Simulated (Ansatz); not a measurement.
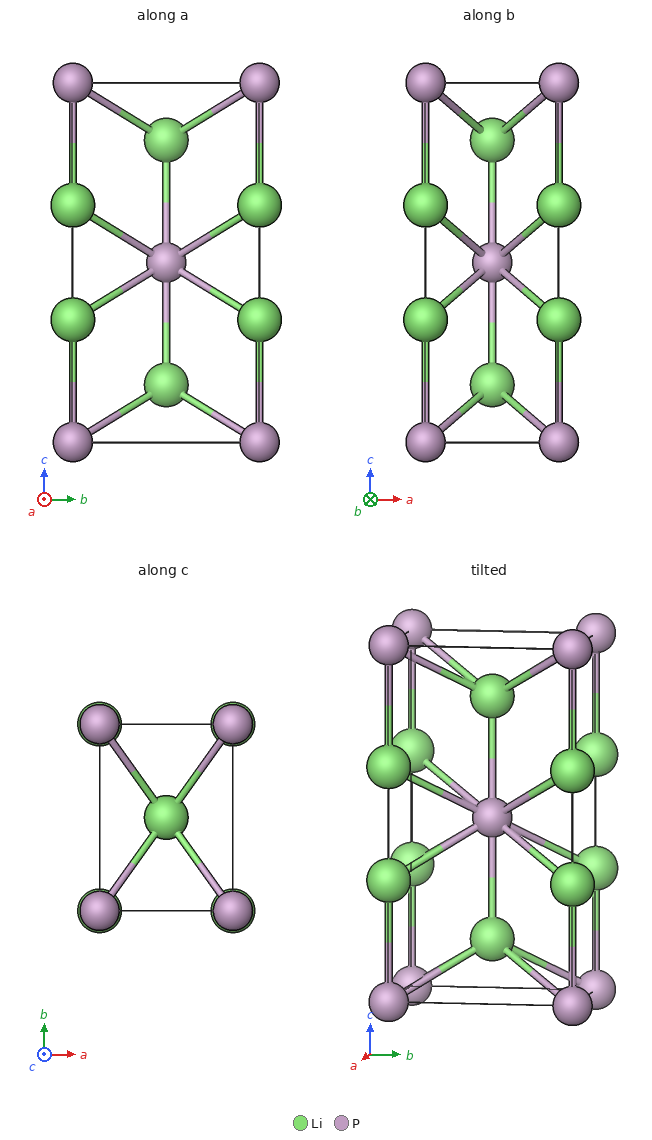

Structure drawing (ball-and-stick), viewed along the a axis, along the b axis, along the c axis and slightly off an axis. Thin lines show the conventional unit cell, with boundary atoms drawn in all their periodic places.

Lattice parameters: a = 2.779 Å, b = 3.892 Å, c = 7.489 Å, α = 90.00°, β = 90.00°, γ = 90.00°.

> Set out the cell and atoms as a table of Wyckoff sites, with free fractional coordinates to two decimals.

Space group Immm (No. 71).
| atom | site | x | y | z |
| --- | --- | --- | --- | --- |
| Li | 4i | 0.00 | 0.00 | 0.34 |
| P | 2a | 0.00 | 0.00 | 0.00 |

Provenance: a structure type filled with these elements by a generator (whether the compound takes this form wasn't checked). It is drawn as it came out of a relaxation with DFT PBE, scalar-relativistic, plane waves, PAW (Ansatz 0.2.0).
